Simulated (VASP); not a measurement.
Band structure of CaS (rock salt). These are PBE GGA, VASP's PBE PAW potentials (set 64) (plane waves; VASP) values and carry that method's errors.

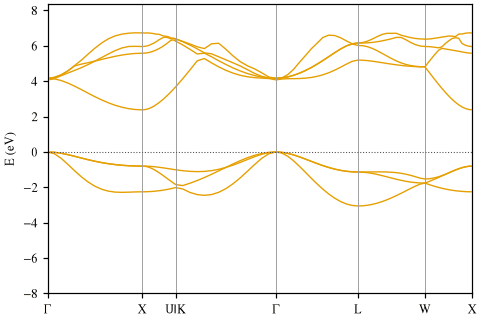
*Bands along high-symmetry lines, zero at the valence-band maximum or, without a gap, the Fermi level*

Task: Read the plot: is there a gap, and where are the band edges?

Result: The gap is indirect, 2.38 eV, from the valence maximum at Γ to the conduction minimum at X. (Edges off the drawn lines would not show.)

Measured: gap 4.43 eV (computed value off by -2.05 eV), as given by David Waroquiers et al., Physical Review B (2013), arXiv:1302.6756.

The compound is CaS in the rock salt structure. It was relaxed first.
